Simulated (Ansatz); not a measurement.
# Single-point calculation, with input and output: BSi$_{5}$ (charge −1)

- system: BSi$_{5}$, charge −1
- method: RKS PBE0-D4/def2-TZVPD (Ansatz 0.2.0)

The geometry comes from this level: PBE-D4/def2-SVPD.

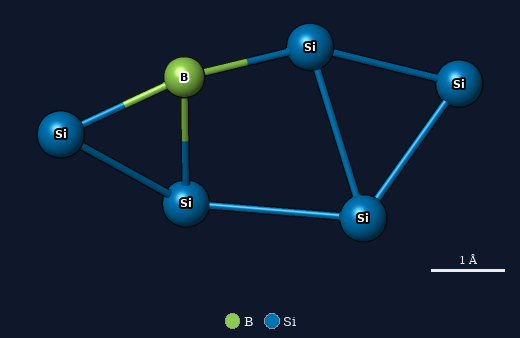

*The input geometry (ball-and-stick view, seen at a tilt).*

Bond lengths as drawn: B–Si 1.89 to 2.10 Å and Si–Si 2.25 to 2.49 Å.

**Input**
```yaml
crystal:
  periodic: [false, false, false]
  atoms:
    - {symbol: B, position_ang: [0.194587, 0.900302, -1.100437]}
    - {symbol: Si, position_ang: [-1.182829, -0.645681, -0.765428]}
    - {symbol: Si, position_ang: [1.529739, -0.800422, 2.348859]}
    - {symbol: Si, position_ang: [1.240802, 0.200385, 0.351393]}
    - {symbol: Si, position_ang: [-1.077911, 0.990304, -2.491055]}
    - {symbol: Si, position_ang: [-0.704388, -0.644898, 1.656667]}
basis:
  gaussian: {orbitals: def2-TZVPD, initial_orbitals: start.molden}
total_charge: -1
hamiltonian: {xc: pbe0, dispersion: d4}
scf: {omitted_lower_state_checks: [starts]}
output: {orbitals: {seedname: orbitals}}
```

Run as:
```bash
ansatz run in.yaml --threads 4 --pin off --events-out ev --progress --plain --max-ram 4787MiB
```

**The program's output**
```
Functional definition: PBE0
  name "PBE0"
  cite "Adamo & Barone, J. Chem. Phys. 110, 6158 (1999) doi:10.1063/1.478522"
  cite "Perdew, Burke & Ernzerhof, Phys. Rev. Lett. 77, 3865 (1996) doi:10.1103/PhysRevLett.77.3865"
  parent pbe
  parameter a = 0.25
  parameter kappa = 0.804
  parameter beta = 0.06672455060314922
  exchange = (1 - a)*pbe_x(kappa = kappa, mu = beta*pi^2/3) + a*exact_x
  correlation = pbe_c(beta = beta)
these checks for a lower state are left out or cut short: starts
1645 factors; their error is unknown
mean field evaluation 1: about -39965.9591 eV, gradient 2.7e2 eV
mean field evaluation 2: about -40001.2984 eV, gradient 4.6e1 eV
mean field evaluation 4: about -40040.6972 eV, gradient 1.8e1 eV
mean field evaluation 8: about -40046.7628 eV, gradient 1.5e-2 eV
mean field -40046.79550807 eV, -1471.6925902285 hartree, gradient 4.4e-5 eV, S^2 0.000000; 0 other end points of the search recorded, 0 dependent functions left out
reference -40046.79554058 eV, -1471.6925914233 hartree; 38, 38 occupied and 214, 214 virtual orbitals, 1645 factors
Total energy: -40047.19721873 eV, -1471.7073528230 hartree
Checks for a lower state left out: starts
```

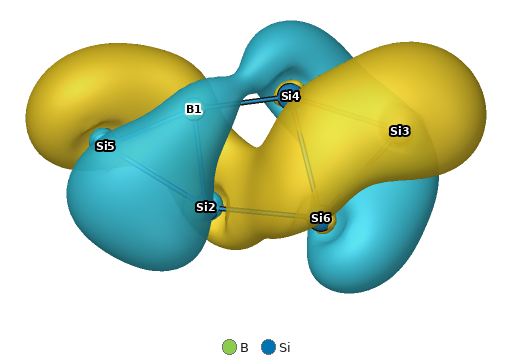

*The HOMO−1 at ±0.06 Å⁻³ᐟ² (yellow and cyan are the two phases), seen face on.*

By Hirshfeld shares it lies mainly on Si3 (25 %), Si5 (25 %), Si6 (15 %), Si2 (15 %) and Si4 (10 %). Its energy is −1.71 eV.

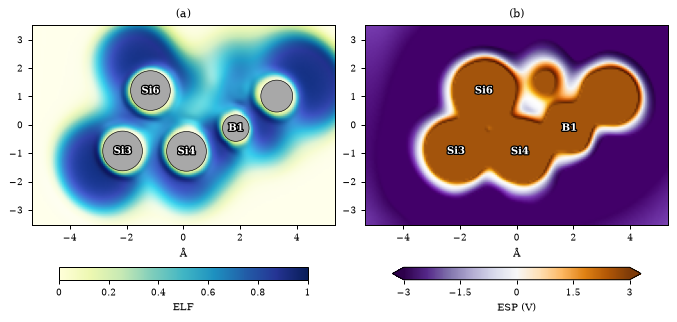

*(a) electron localisation function; (b) molecular electrostatic potential on the plane of atoms Si4, Si3 and Si6. Grey discs, where drawn, cover atomic cores.*

Atoms in the plane: B and Si. Si–Si (2.49 Å): the ELF peaks at about 0.70 between the atoms.

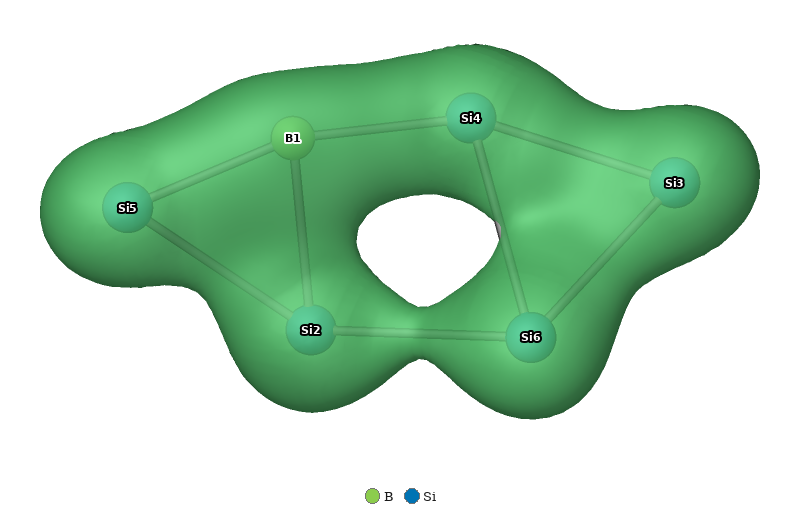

*Isosurface of the total electron density at 0.4 e/Å³ (green), seen face on.*

At this value the surface is in one piece. On the grid the lowest density along these lines, outside the cores, is 0.73 e/Å³ (Si–B, 1.89 Å), 0.52 e/Å³ (Si–Si, 2.25 Å), 0.54 e/Å³ (Si–B, 2.10 Å) and 0.52 e/Å³ (Si–Si, 2.34 Å).

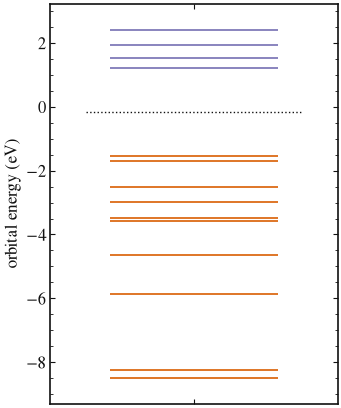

*Orbital energies near the frontier; the dotted line parts filled from empty levels, and levels within 0.02 eV of each other stand side by side.*

Highest filled −1.56 eV, lowest empty 1.20 eV, 2.76 eV apart.

**Key numbers**

- outcome: converged
- total energy: −40047.1972 eV
- mean-field energy: −40046.7955 eV
- dispersion energy: −0.4017 eV
- SCF solution under orbital rotations: stable
- HOMO: −1.56 eV
- LUMO: 1.20 eV
- hardware: 4 threads of Arm Neoverse V2, 23 GiB of memory available, shared host
- wall time: 7 s (CPU time 27 s)
- peak memory: 0.9 GiB
